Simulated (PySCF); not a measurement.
# C$_{2}$H$_{5}$F (ethyl fluoride): what the fields show

| atom | x (Å) | y (Å) | z (Å) |
| --- | --- | --- | --- |
| C | 0.7656 | 0.0816 | 0.0553 |
| C | -0.7230 | -0.1302 | -0.0294 |
| F | -1.3157 | 0.8920 | -0.7520 |
| H | 1.2289 | -0.7313 | 0.6361 |
| H | 1.2203 | 0.0905 | -0.9463 |
| H | 0.9991 | 1.0348 | 0.5523 |
| H | -1.1884 | -0.1404 | 0.9706 |
| H | -0.9693 | -1.0788 | -0.5355 |

Geometry: PBE0-D3(BJ)/ma-def2-SVP.

Method: DFT single point, gas phase, functional wB97X in PySCF.

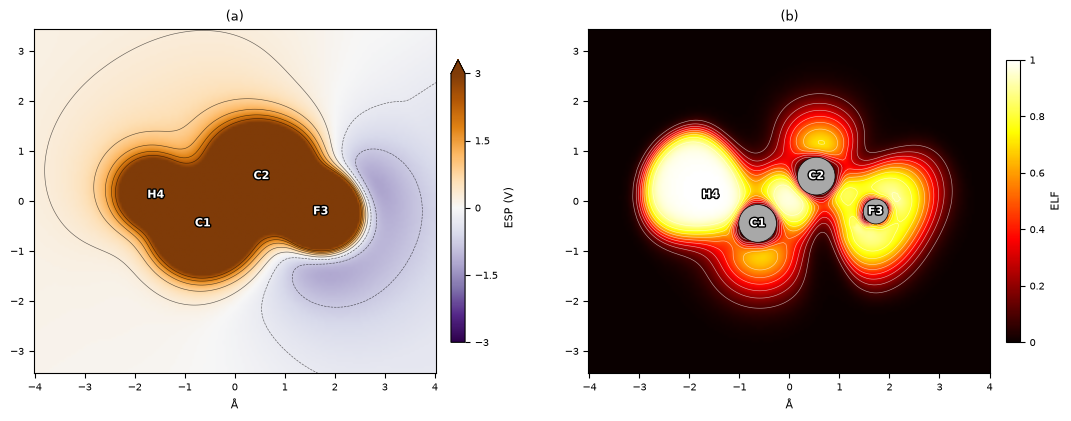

Figure 1. (a) electrostatic potential; (b) ELF on the plane of atoms C2, C1 and H4. Grey discs cover the atomic cores in the ELF map.

### Describe what can be read from this map.

The plane passes through C, F and H nuclei. C–F (1.39 Å): the ELF peaks at about 0.85 between the atoms: a shared but strongly polarised pair. C–C (1.51 Å): the ELF peaks at about 0.95 between the atoms: localised, covalent bonding. C–H (1.10 Å): the ELF climbs to about 1 towards the hydrogen, as it does in any bond to H (a covalent bond by its length). The ELF also peaks beside F3, away from the bonds: lone-pair regions. Outside the dense part of the molecule the potential is most negative (−1.3 V) near F3.

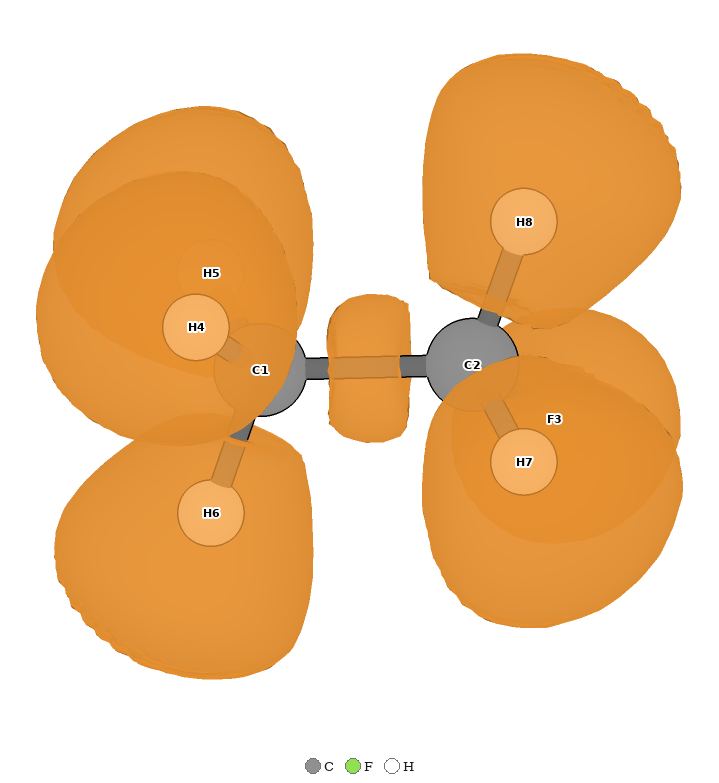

Figure 2. Isosurface of the ELF at 0.75 (orange), seen from one side. Only the valence region is drawn (cores and ρ < 0.01 e/Å³ removed).

### What do the ELF domains correspond to?

The ELF exceeds this value in one region between bonded C–C atoms (shared pairs), five regions around hydrogen nuclei and one region on F in which the atom's valence shell and bonds are merged.

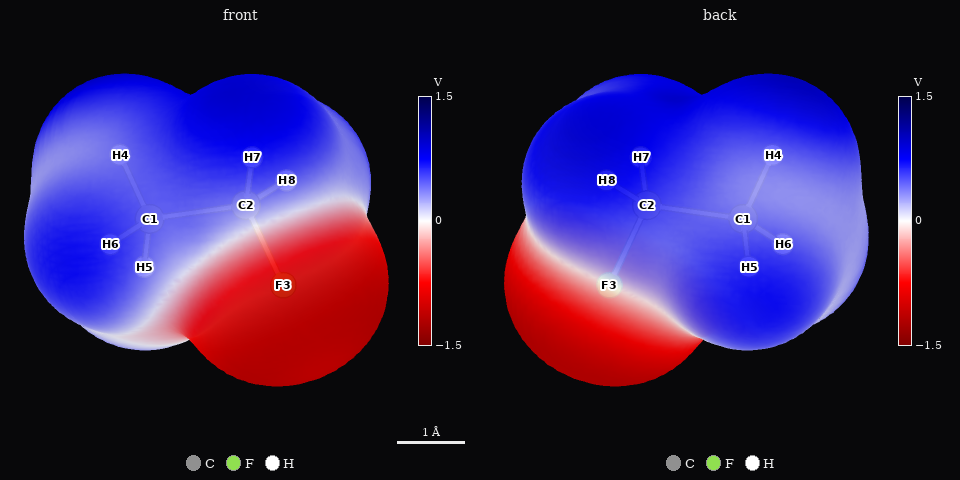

Figure 3. The molecular electrostatic potential painted on the density surface at 0.002 e/bohr³, seen from the front and from behind; the colour scale runs from red (negative) to blue (positive).

### Describe the electrostatic potential map.

The most negative region (about −1.1 V, or −25 kcal/mol for a unit charge) lies over F3, the most positive (about +1.0 V, or +23 kcal/mol for a unit charge) over H4.

### What dipole moment does the calculation give?

Its dipole moment is 1.96 D.
